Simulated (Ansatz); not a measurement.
**AlSiH3 (triplet): one geometry, many settings**

What do other methods and options give for AlSiH3 (triplet) at this geometry, and how long do they take?

The runs use Ansatz 0.2.0, Gaussian basis; the settings change from run to run.

25 further runs of the same task are left out: 2 for a known fault of the program, 7 that didn't finish, 16 set aside as unsound or not needed.

### 1 What is computed

The geometry is a PBE0/def2-TZVP stationary point (not a proven minimum).

5 atoms, charge 0, spin multiplicity 3.

Atoms are counted from 1 here; the program's logs count them from 0.

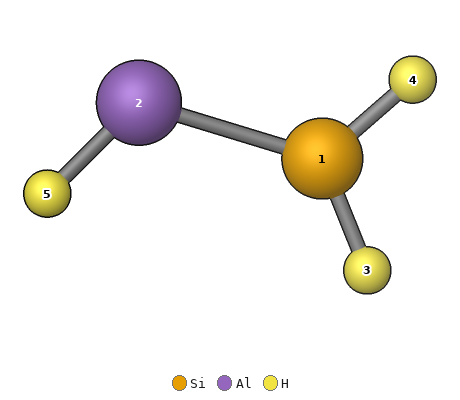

The structure; silicon amber, aluminium purple, hydrogen yellow; atoms are numbered from 1 in the order of the file.

### 2 BCCD(T) on UHF/STO-3G

Contents of in.yaml:

```yaml
crystal:
  periodic: [false, false, false]
  atoms:
    - {symbol: Si, position_ang: [0.000000, 0.049734, 1.130850]}
    - {symbol: Al, position_ang: [0.000000, -0.102648, -1.247806]}
    - {symbol: H, position_ang: [0.000000, 1.267953, 1.991081]}
    - {symbol: H, position_ang: [0.000000, -1.155684, 2.002693]}
    - {symbol: H, position_ang: [0.000000, 1.249712, -2.101556]}
basis:
  gaussian: {orbitals: STO-3G}
magnetization: {spin_polarized: true, initial_magnetization: 2}
correlation: {method: bccd_t, electrons: valence}
accuracy: high
scf: {lower_state_search: off}
```

Command:

```sh
ansatz run in.yaml --threads 1 --pin off --events-out ev --progress --plain --max-ram 2393MiB
```

The program printed, cut to the lines that bear on the results:

```text
Functional definition: HF
  name "HF"
  cite "Fock, Z. Phys. 61, 126 (1930) doi:10.1007/BF01340294"
  parent pbe
[...]
360 factors; integrals over basis functions are off by at most 6.1e-9 eV
[...]
mean field -14319.38229422 eV, -526.2275932866 hartree, gradient 2.0e-8 eV, S^2 2.021734; 0 other end points of the search recorded, 0 dependent functions left out
10 core orbitals not correlated: weight in the atoms' cores, before any rotation towards them, 0.999 or more for the frozen orbitals, at most 0.000 for the correlated occupied ones
reference -14319.38229422 eV, -526.2275932866 hartree; 6, 4 occupied and 5, 7 virtual orbitals, 360 factors
second order -1.33357866 eV of doubles, -0.00000000 eV of singles
cycle   1  -1.77636879 eV  change   -4.4e-1 eV  update   6.5e-2
[...]
cycle  23  -2.06661305 eV  change  -5.3e-10 eV  update  5.0e-10
perturbative correction -0.02934056 eV, -0.0010782459 hartree
Total energy: -14321.47824784 eV, -526.3046181614 hartree
Checks for a lower state left out: stability, starts, cluster_reference, orbital_swaps, neighbouring_geometries, increment
```

Run time: 0.36 s. Hardware: 1 thread of Arm Neoverse V2, shared host.

From the report: ⟨S²⟩ of the determinant 2.022 (pure triplet: 2.00); correlation -2.0960 eV; largest double amplitude 0.05.

### 3 CCSD on UHF/STO-3G

in.yaml: that of step 2 with these lines changed.

```diff
@@ -11,4 +11,4 @@
 magnetization: {spin_polarized: true, initial_magnetization: 2}
-correlation: {method: bccd_t, electrons: valence}
-accuracy: high
+correlation: {method: ccsd, electrons: outside_noble_gas}
 scf: {lower_state_search: off}
+output: {forces: true}
```

Same command.

The program printed, cut to the lines that bear on the results:

```text
Functional definition: HF
  name "HF"
  cite "Fock, Z. Phys. 61, 126 (1930) doi:10.1007/BF01340294"
  parent pbe
[...]
223 factors; integrals over basis functions are off by at most 4.9e-5 eV
[...]
mean field -14319.38219160 eV, -526.2275895156 hartree, gradient 2.1e-6 eV, S^2 2.021734; 0 other end points of the search recorded, 0 dependent functions left out
10 core orbitals not correlated: weight in the atoms' cores, before any rotation towards them, 0.999 or more for the frozen orbitals, at most 0.000 for the correlated occupied ones
reference -14319.38219160 eV, -526.2275895156 hartree; 6, 4 occupied and 5, 7 virtual orbitals, 223 factors
second order -1.33357716 eV of doubles, -0.00000000 eV of singles
cycle   1  -1.76914450 eV  change   -4.4e-1 eV  update   6.5e-2
[...]
cycle  11  -2.07092515 eV  change    4.0e-7 eV  update   1.6e-6
[...]
Total energy: -14321.45311676 eV, -526.3036946112 hartree
Atom 0 at     0.000000     0.049734     1.130850 Å, force     0.000000     0.078878    -0.576197 eV/Å
Atom 1 at     0.000000    -0.102648    -1.247806 Å, force     0.000000     0.881358     0.561392 eV/Å
Atom 2 at     0.000000     1.267953     1.991081 Å, force    -0.000000    -0.709944    -0.429125 eV/Å
Atom 3 at     0.000000    -1.155684     2.002693 Å, force    -0.000000     0.685499    -0.411970 eV/Å
Atom 4 at     0.000000     1.249712    -2.101556 Å, force    -0.000000    -0.935792     0.855900 eV/Å
Dipole moment:    -0.000000    -0.267703    -0.376767 e Å
Checks for a lower state left out: starts, cluster_reference, orbital_swaps, neighbouring_geometries, increment
```

Wall time 0.24 s (1 thread of Arm Neoverse V2, shared host).

From the report: ⟨S²⟩ of the determinant 2.022 (pure triplet: 2.00); correlation -2.0709 eV; T1 0.015; largest double amplitude 0.04.

### 4 BCCD on ROHF/6-31G*

in.yaml: that of step 3 with these lines changed.

```diff
@@ -9,6 +9,4 @@
 basis:
-  gaussian: {orbitals: STO-3G}
-magnetization: {spin_polarized: true, initial_magnetization: 2}
-correlation: {method: ccsd, electrons: outside_noble_gas}
-scf: {lower_state_search: off}
-output: {forces: true}
+  gaussian: {orbitals: "6-31G*"}
+magnetization: {spin_polarized: false, initial_magnetization: 2}
+correlation: {method: bccd, electrons: outside_noble_gas}
```

The command is unchanged.

The program printed, cut to the lines that bear on the results:

```text
Functional definition: HF
  name "HF"
  cite "Fock, Z. Phys. 61, 126 (1930) doi:10.1007/BF01340294"
  parent pbe
[...]
426 factors; integrals over basis functions are off by at most 1.1e-3 eV
[...]
mean field -14489.73315160 eV, -532.4878718272 hartree, gradient 1.9e-6 eV, S^2 2.000000; 2 other end points of the search recorded, 0 dependent functions left out
determinant -14489.73315160 eV, -532.4878718272 hartree, with singles and doubles -14493.59217560 eV, -532.6296883438 hartree
determinant -14487.02127807 eV, -532.3882123135 hartree, with singles and doubles -14491.17940698 eV, -532.5410207324 hartree
determinant -14486.32560781 eV, -532.3626469030 hartree, with singles and doubles -14490.34896276 eV, -532.5105024703 hartree
10 core orbitals not correlated: weight in the atoms' cores, before any rotation towards them, 1.000 or more for the frozen orbitals, at most 0.000 for the correlated occupied ones
reference -14489.73315160 eV, -532.4878718272 hartree; 6, 4 occupied and 28, 30 virtual orbitals, 426 factors
second order -2.93063006 eV of doubles, -0.05215201 eV of singles
cycle   1  -3.85797123 eV  change    1.1e-3 eV  update   5.4e-3
[...]
cycle   8  -3.85511188 eV  change   -4.4e-6 eV  update   7.3e-6
Total energy: -14493.58826348 eV, -532.6295445758 hartree
```

Run time: 1.2 s. Hardware: 1 thread of Arm Neoverse V2, shared host.

From the report: correlation -3.8551 eV; largest double amplitude 0.04.

### 5 HF/cc-pVDZ

in.yaml: that of step 4 with these lines changed.

```diff
@@ -9,4 +9,7 @@
 basis:
-  gaussian: {orbitals: "6-31G*"}
+  gaussian: {orbitals: cc-pVDZ}
 magnetization: {spin_polarized: false, initial_magnetization: 2}
-correlation: {method: bccd, electrons: outside_noble_gas}
+hamiltonian: {xc: hf}
+accuracy: high
+scf: {lower_state_search: light}
+output: {orbitals: {seedname: orbitals}}
```

Launched as before.

The program printed:

```text
Functional definition: HF
  name "HF"
  cite "Fock, Z. Phys. 61, 126 (1930) doi:10.1007/BF01340294"
  parent pbe
  exchange = exact_x
  correlation = 0
1104 factors; integrals over basis functions are off by at most 3.7e-9 eV
mean field evaluation 1: about -14489.6019 eV, gradient 9.6e0 eV
mean field evaluation 2: about -14489.6058 eV, gradient 9.6e0 eV
mean field evaluation 4: about -14490.6326 eV, gradient 6.4e-1 eV
mean field evaluation 8: about -14490.6392 eV, gradient 1.4e-3 eV
mean field -14490.63921614 eV, -532.5211690852 hartree, gradient 7.7e-8 eV, S^2 2.000000; 0 other end points of the search recorded, 0 dependent functions left out
reference -14490.63921614 eV, -532.5211690852 hartree; 16, 14 occupied and 35, 37 virtual orbitals, 1104 factors
Total energy: -14490.63921614 eV, -532.5211690852 hartree
```

Wall time 0.75 s (1 thread of Arm Neoverse V2, shared host).

### 6 HF/def2-SVP

in.yaml: that of step 5 with these lines changed.

```diff
@@ -9,7 +9,6 @@
 basis:
-  gaussian: {orbitals: cc-pVDZ}
-magnetization: {spin_polarized: false, initial_magnetization: 2}
+  gaussian: {orbitals: def2-SVP, fitting: {mean_field: def2-universal-jkfit}}
+magnetization: {spin_polarized: true, initial_magnetization: 2}
 hamiltonian: {xc: hf}
 accuracy: high
-scf: {lower_state_search: light}
 output: {orbitals: {seedname: orbitals}}
```

The command is unchanged.

The program printed:

```text
Functional definition: HF
  name "HF"
  cite "Fock, Z. Phys. 61, 126 (1930) doi:10.1007/BF01340294"
  parent pbe
  exchange = exact_x
  correlation = 0
310 factors; integrals over basis functions are off by at most 4.1e-1 eV
mean field evaluation 1: about -14484.9511 eV, gradient 8.1e0 eV
mean field evaluation 2: about -14485.8723 eV, gradient 3.0e0 eV
mean field evaluation 4: about -14486.0649 eV, gradient 3.4e-1 eV
mean field evaluation 8: about -14466.4627 eV, gradient 1.1e1 eV
mean field evaluation 16: about -14482.6116 eV, gradient 1.8e0 eV
mean field -14486.06907882 eV, -532.3532196364 hartree, gradient 7.5e-8 eV, S^2 2.017324; 2 other end points of the search recorded, 0 dependent functions left out
reference -14486.06907882 eV, -532.3532196364 hartree; 16, 14 occupied and 35, 37 virtual orbitals, 310 factors
Total energy: -14486.06907882 eV, -532.3532196364 hartree
```

It took 0.42 s on 1 thread of Arm Neoverse V2, shared host.

From the report: ⟨S²⟩ of the determinant 2.017 (pure triplet: 2.00).

### 7 NEVPT2(8,7)/6-31G*

in.yaml: that of step 6 with these lines changed.

```diff
@@ -9,6 +9,4 @@
 basis:
-  gaussian: {orbitals: def2-SVP, fitting: {mean_field: def2-universal-jkfit}}
-magnetization: {spin_polarized: true, initial_magnetization: 2}
-hamiltonian: {xc: hf}
-accuracy: high
-output: {orbitals: {seedname: orbitals}}
+  gaussian: {orbitals: "6-31G*"}
+magnetization: {spin_polarized: false, initial_magnetization: 2}
+correlation: {method: sc_nevpt2, electrons: outside_noble_gas, active_space: {window: {electrons: 8, orbitals: 7}}}
```

The command is unchanged.

The program printed:

```text
Functional definition: HF
  name "HF"
  cite "Fock, Z. Phys. 61, 126 (1930) doi:10.1007/BF01340294"
  parent pbe
  exchange = exact_x
  correlation = 0
426 factors; integrals over basis functions are off by at most 1.1e-3 eV
mean field evaluation 1: about -14488.7392 eV, gradient 9.4e0 eV
mean field evaluation 2: about -14488.7620 eV, gradient 9.4e0 eV
mean field evaluation 4: about -14489.7276 eV, gradient 5.7e-1 eV
mean field evaluation 8: about -14489.7327 eV, gradient 1.5e-1 eV
mean field -14489.73315160 eV, -532.4878718272 hartree, gradient 1.9e-6 eV, S^2 2.000000; 0 other end points of the search recorded, 0 dependent functions left out
reference -14489.73315160 eV, -532.4878718272 hartree; 16, 14 occupied and 28, 30 virtual orbitals, 426 factors
state -14490.58122076 eV, -532.5190377942 hartree
state -14490.58122076 eV, -532.5190377942 hartree; corrected -14492.72553739 eV, -532.5978399768 hartree
Total energy: -14492.72553739 eV, -532.5978399768 hartree
```

Run time: 2 s. Hardware: 1 thread of Arm Neoverse V2, shared host.

From the report: 600 determinants; active occupations 2.00, 1.98, 1.97, 1.00, 1.00, 0.03, 0.02.

### 8 The runs in one table

Where basis and cores are those of an earlier UCCSDT(Q)/cc-pVDZ run (-14495.5612 eV), and the state is the same kind, the miss against it is given.

```csv
level,correlated,functions,energy (eV),from UCCSDT(Q) (meV),time
BCCD(T) on UHF/STO-3G,valence,21,-14321.4782,,0.36 s
CCSD on UHF/STO-3G,outside noble gas,21,-14321.4531,,0.24 s
BCCD on ROHF/6-31G*,outside noble gas,44,-14493.5883,,1.2 s
HF/cc-pVDZ,,51,-14490.6392,4922.0,0.75 s
HF/def2-SVP,,51,-14486.0691,,0.42 s
"NEVPT2(8,7)/6-31G*",outside noble gas,44,-14492.7255,,2 s
```

### 9 What came out

```
quantity                       value
    runs                           6
quickest  CCSD on UHF/STO-3G, 0.24 s
 slowest     NEVPT2(8,7)/6-31G*, 2 s
```

Total energies in different bases, with other cores or another treatment of relativity can't be set against each other. NEVPT2(8,7)/6-31G* took 8 times as long as CCSD on UHF/STO-3G; the jobs differ in more than the method. Hartree-Fock, CASSCF and CASCI lack dynamic correlation by design.
